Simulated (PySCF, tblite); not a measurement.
**CH₁₂OSSi₄: geometry, infrared bands and NMR shifts**

Aim: predict the infrared bands and NMR shifts of CH₁₂OSSi₄ (`[SiH3]CS[SiH2]O[SiH2][SiH3]`).

The runs use tblite 0.8.0 and PySCF 2.14.0, with density-fitted response routines of our own; the level of theory stands in each step. All values are computed, except where a source is named. Atoms are numbered from 0 throughout.

**1. The molecule as given**

19 atoms, charge 0, multiplicity 1; geometry from: force field or distance geometry start.

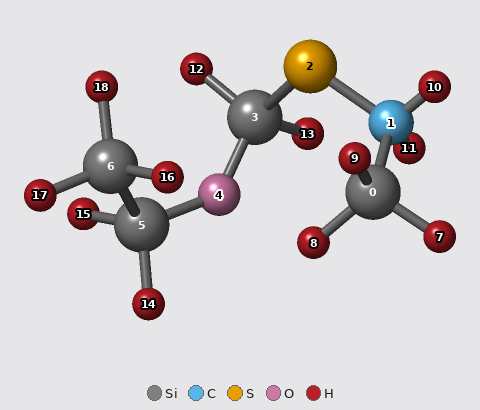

The starting geometry (silicon grey, carbon blue, sulfur amber, oxygen pink, hydrogen red), atoms numbered.

**2. Relaxing the molecule with GFN2-xTB**

The job: settings as JSON, then the geometry in Å.

```
{"job": {"kind": "relax", "xc": "GFN2-xTB", "basis": "xTB"}, "charge": 0, "multiplicity": 1}
Si    -2.164300    -0.043900    -1.467900
C     -2.201700     1.452900    -0.375200
S     -0.508200     2.061300    -0.038300
Si     0.077400     1.125600     1.779800
O      0.327300    -0.485000     1.478600
Si     1.570400    -1.505000     1.075500
Si     2.574400    -0.930900    -0.938100
H     -3.556100    -0.506700    -1.702000
H     -1.418700    -1.173100    -0.854100
H     -1.571400     0.261700    -2.785500
H     -2.750100     2.252100    -0.864100
H     -2.723400     1.240900     0.575900
H      1.322700     1.744100     2.288800
H     -1.015900     1.270300     2.767000
H      1.041900    -2.882500     1.016500
H      2.574600    -1.460300     2.187700
H      1.590700    -0.980600    -2.046300
H      3.685900    -1.876900    -1.247700
H      3.134800     0.445200    -0.847100
```

Command:

```sh
OMP_NUM_THREADS=1 python probes_run.py task.json out
```

This one command runs all jobs of the session in turn.

Log:

```text
step      E/eV     max force
  0    -615.01228    1.748
  1    -615.09663    0.635
  2    -615.14110    0.505
  3    -615.16715    0.392
  4    -615.19043    0.417
  5    -615.20780    0.291
  6    -615.22109    0.270
  7    -615.23331    0.234
  8    -615.24694    0.308
  9    -615.25918    0.296
 10    -615.26703    0.186
 11    -615.27046    0.110
 12    -615.27273    0.112
 13    -615.27545    0.141
 14    -615.27789    0.160
 15    -615.27945    0.121
 16    -615.28027    0.075
 17    -615.28093    0.071
 18    -615.28188    0.111
 19    -615.28308    0.129
 20    -615.28414    0.100
 21    -615.28492    0.065
 22    -615.28571    0.099
 23    -615.28681    0.143
 24    -615.28821    0.136
 25    -615.28941    0.087
 26    -615.29003    0.047
 27    -615.29041    0.057
 28    -615.29089    0.082
 29    -615.29155    0.094
 30    -615.29228    0.079
 31    -615.29292    0.070
 32    -615.29348    0.065
 33    -615.29401    0.076
 34    -615.29454    0.082
 35    -615.29503    0.068
 36    -615.29547    0.062
 37    -615.29590    0.064
 38    -615.29629    0.067
 39    -615.29659    0.063
 40    -615.29690    0.063
 41    -615.29736    0.077
 42    -615.29814    0.103
 43    -615.29920    0.112
 44    -615.30020    0.084
 45    -615.30089    0.060
 46    -615.30146    0.068
 47    -615.30218    0.099
 48    -615.30313    0.106
 49    -615.30395    0.078
 50    -615.30438    0.041
 51    -615.30460    0.035
 52    -615.30476    0.044
 53    -615.30494    0.041
 54    -615.30515    0.034
 55    -615.30540    0.042
 56    -615.30571    0.057
 57    -615.30603    0.058
 58    -615.30630    0.039
 59    -615.30648    0.032
 60    -615.30664    0.028
 61    -615.30680    0.029
 62    -615.30697    0.028
 63    -615.30711    0.033
 64    -615.30726    0.029
 65    -615.30743    0.042
 66    -615.30758    0.038
 67    -615.30768    0.018
 68    -615.30774    0.020
 69    -615.30780    0.018
 70    -615.30787    0.026
 71    -615.30796    0.025
 72    -615.30803    0.024
 73    -615.30809    0.018
 74    -615.30816    0.020
 75    -615.30824    0.021
 76    -615.30831    0.021
 77    -615.30837    0.018
 78    -615.30843    0.018
 79    -615.30850    0.022
 80    -615.30861    0.031
 81    -615.30873    0.029
 82    -615.30880    0.017
 83    -615.30885    0.016
 84    -615.30890    0.024
 85    -615.30900    0.044
 86    -615.30916    0.058
 87    -615.30933    0.050
 88    -615.30943    0.022
 89    -615.30947    0.010
 90    -615.30949    0.013
 91    -615.30953    0.023
 92    -615.30959    0.029
 93    -615.30965    0.022
 94    -615.30967    0.009
```

It took 1.1 s on 1 thread of Arm Neoverse V1, shared host; peak memory 0.18 GiB.

The steps of the relaxation: (not every step is listed)

| step | energy from step 0 (eV) | largest force (eV/Å) |
| --- | --- | --- |
| 0 | 0.0000 | 1.7484 |
| 1 | -0.0843 | 0.6355 |
| 2 | -0.1288 | 0.5045 |
| 3 | -0.1549 | 0.3923 |
| 4 | -0.1781 | 0.4172 |
| 5 | -0.1955 | 0.2910 |
| 6 | -0.2088 | 0.2699 |
| 7 | -0.2210 | 0.2342 |
| 8 | -0.2347 | 0.3085 |
| 16 | -0.2680 | 0.0747 |
| 24 | -0.2759 | 0.1361 |
| 32 | -0.2812 | 0.0647 |
| 40 | -0.2846 | 0.0632 |
| 48 | -0.2908 | 0.1058 |
| 56 | -0.2934 | 0.0568 |
| 64 | -0.2950 | 0.0289 |
| 72 | -0.2957 | 0.0237 |
| 80 | -0.2963 | 0.0315 |
| 88 | -0.2971 | 0.0222 |
| 89 | -0.2972 | 0.0102 |
| 90 | -0.2972 | 0.0134 |
| 91 | -0.2972 | 0.0225 |
| 92 | -0.2973 | 0.0289 |
| 93 | -0.2974 | 0.0217 |
| 94 | -0.2974 | 0.0087 |

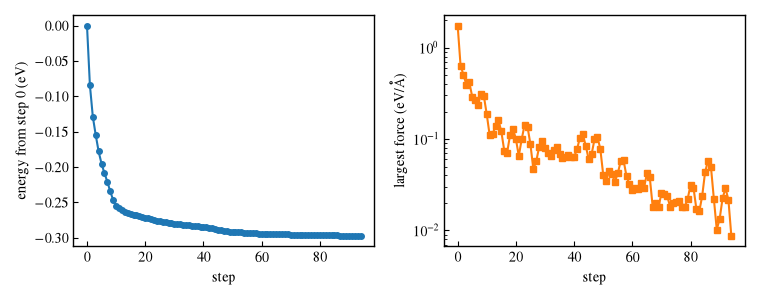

Energy and largest force along the relaxation.

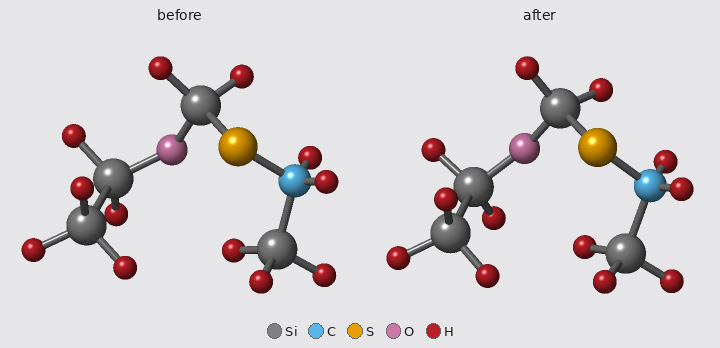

Before and after, at one scale.

Distances of close pairs at the start and the end, largest changes first:

| bond | before (Å) | after (Å) | change (Å) |
| --- | --- | --- | --- |
| Si3–O4 | 1.657 | 1.607 | -0.050 |
| Si0–C1 | 1.854 | 1.902 | +0.048 |
| Si3–H12 | 1.481 | 1.450 | -0.031 |
| Si5–H15 | 1.499 | 1.469 | -0.030 |
| Si3–H13 | 1.480 | 1.454 | -0.026 |
| Si0–H8 | 1.486 | 1.463 | -0.023 |
| Si6–H17 | 1.492 | 1.469 | -0.023 |
| Si6–H18 | 1.489 | 1.468 | -0.021 |

The end geometry stands in the next job.

**3. Infrared spectrum with GFN2-xTB**

The job: settings as JSON, then the geometry in Å.

```
{"job": {"kind": "ir", "xc": "GFN2-xTB", "basis": "xTB"}, "charge": 0, "multiplicity": 1}
Si    -1.953307    -0.164961    -1.385536
C     -2.137374     1.421516    -0.352584
S     -0.508122     2.183172     0.018416
Si     0.062487     1.183062     1.818946
O      0.527223    -0.330347     1.541019
Si     1.515446    -1.520875     1.000413
Si     2.437567    -0.896880    -1.016657
H     -3.311609    -0.628424    -1.685863
H     -1.240019    -1.180127    -0.611025
H     -1.227146     0.157560    -2.611595
H     -2.686862     2.188212    -0.895492
H     -2.647749     1.252352     0.593301
H      1.171103     1.971157     2.321294
H     -1.107669     1.060242     2.673004
H      0.601671    -2.669719     0.991389
H      2.459470    -1.711214     2.109240
H      1.494600    -0.954125    -2.140788
H      3.538515    -1.809343    -1.353951
H      3.001970     0.457993    -1.010115
```

Log:

```text
mode    cm-1     km/mol
  1       5.3      0.18
  2      24.3      1.61
  3      38.5      0.28
  4      52.0      0.50
  5      67.2      0.31
  6      78.6      2.40
  7     129.9      4.13
  8     135.2      0.88
  9     167.6      2.38
 10     193.1     10.03
 11     239.8     12.03
 12     364.9     50.00
 13     437.7     51.29
 14     471.0     12.61
 15     480.6      3.74
 16     484.4     22.28
 17     498.2     24.94
 18     509.0     52.76
 19     527.9     91.95
 20     587.2      0.30
 21     621.8      7.42
 22     638.8     30.60
 23     673.6     15.28
 24     695.5    513.43
 25     726.0    121.28
 26     735.8    299.56
 27     758.7    180.05
 28     773.3    387.35
 29     775.2    290.61
 30     785.2    127.08
 31     787.8    279.12
 32     794.9    158.82
 33     802.9    285.62
 34     812.2    110.51
 35     826.9     75.60
 36    1071.7     54.14
 37    1081.0    588.95
 38    1171.1      1.96
 39    1437.2      2.79
 40    2177.4    235.43
 41    2205.7     59.38
 42    2212.8    481.15
 43    2217.5    482.72
 44    2226.4    270.76
 45    2247.1    300.00
 46    2279.9    246.72
 47    2294.0    187.56
 48    2329.2    268.07
 49    2370.1    227.79
 50    2984.4     13.81
 51    2998.2      8.80
```

It took 1.1 s on 1 thread of Arm Neoverse V1, shared host; peak memory 0.18 GiB.

The strongest bands and the atoms that carry them (share of the mass-weighted mode):

| cm⁻¹ | km/mol | atoms |
| --- | --- | --- |
| 696 | 513.4 | H14 21 %, H15 15 %, H13 11 %, H12 11 % |
| 736 | 299.6 | H12 37 %, H13 35 % |
| 773 | 387.4 | H9 25 %, C1 15 % |
| 775 | 290.6 | H8 31 %, H7 28 %, H9 18 % |
| 1081 | 589.0 | O4 71 %, Si3 12 % |
| 2213 | 481.1 | H17 93 % |
| 2218 | 482.7 | H16 83 % |
| 2247 | 300.0 | H7 96 % |

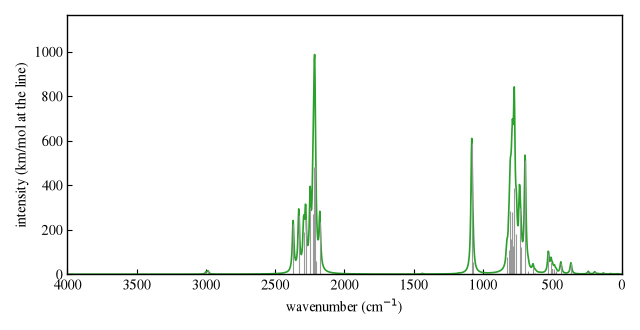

The infrared spectrum from these modes, unscaled. Lines are broadened to a width of 14 cm⁻¹ (Lorentzian).

**4. NMR shieldings: PBE0/pcSseg-1**

The job, as its differences from that of step 3:

```diff
@@ -1,2 +1,2 @@
-{"job": {"kind": "ir", "xc": "GFN2-xTB", "basis": "xTB"}, "charge": 0, "multiplicity": 1}
+{"job": {"kind": "nmr", "xc": "PBE0", "basis": "pcSseg-1"}, "charge": 0, "multiplicity": 1}
 Si    -1.953307    -0.164961    -1.385536
```

Method: GIAO PBE0/pcSseg-1 NMR shielding, non-relativistic, gas phase.

Log:

```text
coarse grid: 17736 points
cycle   1  E = -1675.7883910005  dE =  3.442e-01  |g| = 7.822e-01  |ddm| = 3.949e+00
cycle   2  E = -1675.5769784250  dE =  2.114e-01  |g| = 1.307e+00  |ddm| = 1.801e+00
cycle   3  E = -1675.8969024692  dE = -3.199e-01  |g| = 1.087e-01  |ddm| = 1.326e+00
cycle   4  E = -1675.8992369038  dE = -2.334e-03  |g| = 4.754e-02  |ddm| = 1.911e-01
cycle   5  E = -1675.8998506989  dE = -6.138e-04  |g| = 8.461e-03  |ddm| = 7.020e-02
cycle   6  E = -1675.8998679495  dE = -1.725e-05  |g| = 2.724e-03  |ddm| = 1.296e-02
cycle   7  E = -1675.8998698198  dE = -1.870e-06  |g| = 8.244e-04  |ddm| = 3.324e-03
final grid: 146336 points
cycle   8  E = -1675.9505292343  dE = -1.752e-05  |g| = 8.082e-03  |ddm| = 2.338e-02
cycle   9  E = -1675.9505144476  dE =  1.479e-05  |g| = 1.192e-02  |ddm| = 1.486e-02
cycle  10  E = -1675.9505411504  dE = -2.670e-05  |g| = 9.206e-04  |ddm| = 9.340e-03
cycle  11  E = -1675.9505413192  dE = -1.688e-07  |g| = 2.196e-04  |ddm| = 1.181e-03
cycle  12  E = -1675.9505413310  dE = -1.179e-08  |g| = 6.380e-05  |ddm| = 3.084e-04
cycle  13  E = -1675.9505413320  dE = -1.024e-09  |g| = 2.000e-05  |ddm| = 8.588e-05
cycle  14  E = -1675.9505413321  dE = -1.087e-10  |g| = 3.927e-06  |ddm| = 2.803e-05
converged SCF energy = -1675.9505413321

GIAO shielding tensors (ppm)
atom      isotropic    diamagn.    paramagn.     s11        s22        s33       span
  0 Si     413.456     881.097    -467.640    380.725    404.927    454.718     73.993
  1 C      174.704     256.486     -81.782    157.786    168.913    197.412     39.626
  2 S      599.960    1061.163    -461.203    503.073    593.169    703.637    200.565
  3 Si     364.745     881.196    -516.450    308.916    385.068    400.253     91.337
  4 O      301.129     401.728    -100.599    225.686    308.185    369.515    143.829
  5 Si     376.245     879.599    -503.354    316.001    359.469    453.265    137.263
  6 Si     468.452     881.278    -412.825    457.279    471.909    476.168     18.889
  7 H       27.416      29.625      -2.208     23.463     24.803     33.984     10.521
  8 H       27.696      32.316      -4.620     23.824     27.586     31.678      7.854
  9 H       27.612      30.660      -3.049     25.086     25.742     32.007      6.921
 10 H       29.620      30.468      -0.847     23.131     27.537     38.194     15.063
 11 H       29.914      32.433      -2.519     24.736     28.625     36.381     11.644
 12 H       26.466      29.550      -3.084     22.058     24.904     32.437     10.379
 13 H       26.414      30.085      -3.672     22.043     25.250     31.947      9.904
 14 H       26.045      29.427      -3.382     22.670     24.731     30.732      8.062
 15 H       26.083      27.980      -1.896     22.078     24.823     31.349      9.271
 16 H       27.943      30.841      -2.898     24.032     27.488     32.309      8.277
 17 H       28.471      28.596      -0.125     25.153     25.522     34.739      9.586
 18 H       28.015      30.148      -2.133     24.609     27.054     32.381      7.772
```

Wall time 47 s (1 thread of Arm Neoverse V1, shared host); peak memory 1.1 GiB.

Shifts follow as δ = σ(reference) − σ, with reference shieldings (ppm) from runs at the same level and on the same kind of geometry: ¹H TMS 31.72, ¹³C TMS 186.9, ²⁹Si TMS 349.2, ¹⁷O H2O 336.1, ³³S CS2 504. The references are single molecules in the gas phase, so shifts against H2O, NH3, PH3, H3PO4 or CFCl3 are not on the usual liquid scales and can be off by tens of ppm. Atoms listed in one row are averaged.

| atoms | environment | σ (ppm) | δ (ppm) | δ scaled to CDCl3 |
| --- | --- | --- | --- | --- |
| C1 | sp3 CH2 bonded to S and Si | 174.7 | 12.2 | 5.6 |
| H14, H15 | hydrogen on a silicon bonded to O, Si | 26.06 | 5.65 | – |
| H12, H13 | hydrogen on a silicon bonded to O, S | 26.44 | 5.28 | – |
| H7, H8, H9 | hydrogen on a silicon bonded to C | 27.57 | 4.14 | – |
| H16, H17, H18 | hydrogen on a silicon bonded to Si | 28.14 | 3.57 | – |
| H10, H11 | hydrogen on an sp3 CH2 bonded to S and Si | 29.77 | 1.95 | 1.94 |
| Si3 | silicon bonded to O, S, 2 H | 364.7 | -15.6 | – |
| Si5 | silicon bonded to O, Si, 2 H | 376.2 | -27.1 | – |
| Si0 | silicon bonded to C, 3 H | 413.5 | -64.3 | – |
| Si6 | silicon bonded to Si, 3 H | 468.5 | -119.3 | – |
| S2 | sulfur bonded to C, Si | 600 | -96 | – |
| O4 | oxygen bonded to 2 Si | 301.1 | 35.0 | – |

The scaled column applies a straight-line fit of computed shieldings to shifts measured in CDCl3, with any fitted terms for Cl, Br or S neighbours (root-mean-square error 0.16 ppm for H, 1.9 ppm for C).

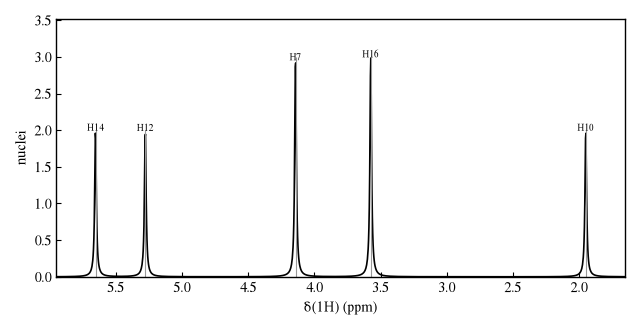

¹H lines at the computed shifts, without couplings. Lines are broadened to a width of 0.01 ppm (Lorentzian).

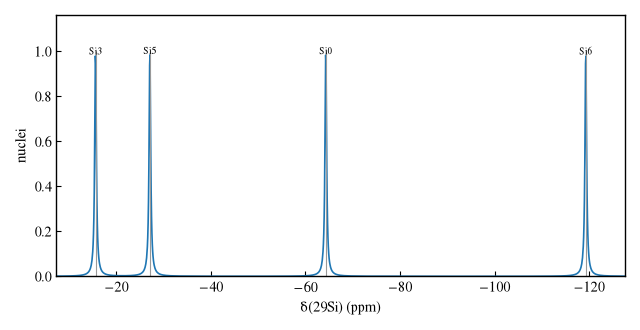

²⁹Si lines at the computed shifts, without couplings. Lines are broadened to a width of 0.41 ppm (Lorentzian).

The run also stored atomic charges by several schemes (e):

| atoms | Mulliken | IAO | Hirshfeld | ESP fit |
| --- | --- | --- | --- | --- |
| Si0 | 0.52 | 0.62 | 0.31 | 0.49 |
| C1 | -0.63 | -0.62 | -0.16 | -0.30 |
| S2 | -0.30 | -0.19 | -0.09 | -0.29 |
| Si3 | 0.81 | 0.93 | 0.37 | 0.37 |
| O4 | -0.72 | -0.89 | -0.30 | -0.33 |
| Si5 | 0.60 | 0.73 | 0.32 | 0.49 |
| Si6 | 0.12 | 0.25 | 0.21 | 0.12 |

Mulliken charges:

Si0 0.52; C1 -0.63; S2 -0.30; Si3 0.81; O4 -0.72; Si5 0.60; Si6 0.12; H7 -0.08; H8 -0.08; H9 -0.06; H10 0.19; H11 0.18; H12 -0.10; H13 -0.11; H14 -0.09; H15 -0.08; H16 -0.05; H17 -0.06; H18 -0.04

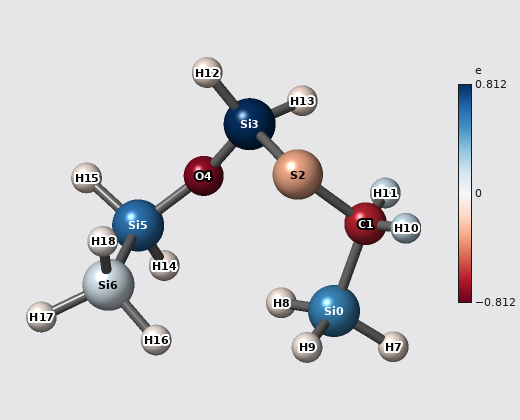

Mulliken charges, as colours on the atoms.

Mayer bond orders: Si0–C1 0.87, C1–S2 0.98, S2–Si3 0.98, Si3–O4 0.98, O4–Si5 0.85, Si5–Si6 0.91.

**5. Outcome**

```
                                                              quantity                             value
                             strongest single infrared mode (GFN2-xTB)             1081 cm⁻¹, 589 km/mol
                                          zero-point energy (GFN2-xTB)                     71.5 kcal/mol
                                ¹³C shifts against TMS (PBE0/pcSseg-1)                          12.2 ppm
¹H shifts against TMS (PBE0/pcSseg-1, means over atoms taken as alike)  5.65, 5.28, 4.14, 3.57, 1.95 ppm
                               ²⁹Si shifts against TMS (PBE0/pcSseg-1)   -15.6, -27.1, -64.3, -119.3 ppm
                                ³³S shifts against CS2 (PBE0/pcSseg-1)                           -96 ppm
                                ¹⁷O shifts against H2O (PBE0/pcSseg-1)                          35.0 ppm
```

What this shows: Relaxing lowered the energy by 0.297 eV in 94 steps; the close pair that moved most is Si3–O4, from 1.657 to 1.607 Å. No mode is imaginary among the 51: a minimum at this level. The strongest single mode, at 1081 cm⁻¹, moves mainly O4. GFN2-xTB is a fitted tight-binding method: band positions and strengths are rough. Its intensities can rank the bands wrongly. At PBE0/pcSseg-1: The widest tensor belongs to S2: span 201 ppm, with a paramagnetic part of -461 ppm.
